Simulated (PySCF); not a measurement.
## Electronic structure of C$_{5}$H$_{9}$OPSi in real space

| atom | x (Å) | y (Å) | z (Å) |
| --- | --- | --- | --- |
| C | 3.4627 | -0.0140 | -0.3615 |
| C | 2.5671 | 0.3644 | 0.7924 |
| O | 2.9499 | 0.9030 | 1.8021 |
| C | 1.1879 | 0.0177 | 0.5652 |
| C | 0.0280 | -0.2870 | 0.4025 |
| Si | -1.7668 | -0.6417 | 0.0738 |
| C | -2.7615 | -0.2698 | 1.6491 |
| P | -2.5291 | 0.6630 | -1.6011 |
| H | 3.1362 | 0.5081 | -1.2597 |
| H | 3.3858 | -1.0838 | -0.5480 |
| H | 4.4922 | 0.2512 | -0.1343 |
| H | -1.8517 | -2.0472 | -0.3482 |
| H | -3.8204 | -0.4552 | 1.4903 |
| H | -2.6481 | 0.7683 | 1.9513 |
| H | -2.4314 | -0.8929 | 2.4743 |
| H | -1.4626 | 0.4023 | -2.4444 |
| H | -1.9453 | 1.8255 | -1.1272 |

Geometry: GFN2-xTB.

Computed with PBE0/pcSseg-1, SCF density, gas phase, non-relativistic in PySCF.

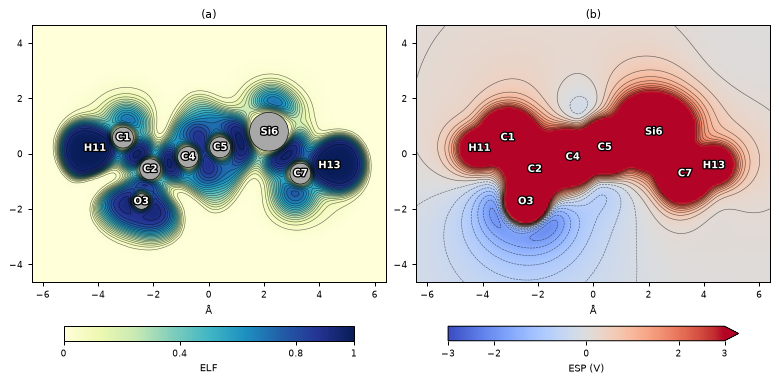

Figure 1. (a) ELF; (b) molecular electrostatic potential on the plane of atoms C1, C2 and O3. Grey discs cover the atomic cores in the ELF map.

Q: Interpret the plot.

A:
- Atoms in the plane: C, O, Si and H.
- C–O (1.21 Å): the ELF peaks at about 0.85 between the atoms; a multiple bond.
- C–C (1.21 Å): the ELF peaks at about 0.85 between the atoms; a short, multiple covalent bond.
- C–Si (1.86 Å): the ELF peaks at about 0.95 between the atoms, as expected for localised, covalent bonding.
- C–H (1.09 Å): the ELF climbs to about 1 towards the hydrogen, as it does in any bond to H; a covalent bond by its length.
- C–Si (1.90 Å): the ELF peaks at about 0.95 between the atoms (a covalent bond).
- The ELF also peaks beside O3, away from the bonds: lone-pair regions.
- Outside the dense part of the molecule the potential is most negative (−2.1 V) near O3.

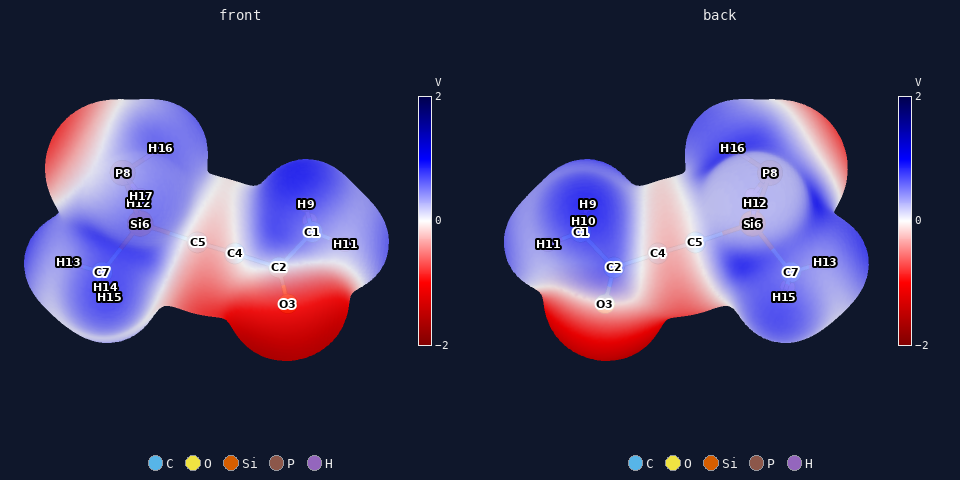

Figure 2. The electrostatic potential painted on the density surface at 0.001 e/bohr³, seen from the front and from behind; red is negative and blue positive.

Q: Which sites attract a positive test charge, and which a negative one?

A: A positive charge is drawn to the negative regions and a negative charge to the positive ones. The most negative region (about −1.5 V) lies over O3, the most positive (about +0.8 V) over Si6, H9 and H10. O3 is the likeliest acceptor of a hydrogen bond.

Q: How polar is the molecule by this calculation?

A: Its dipole moment is 2.26 D.
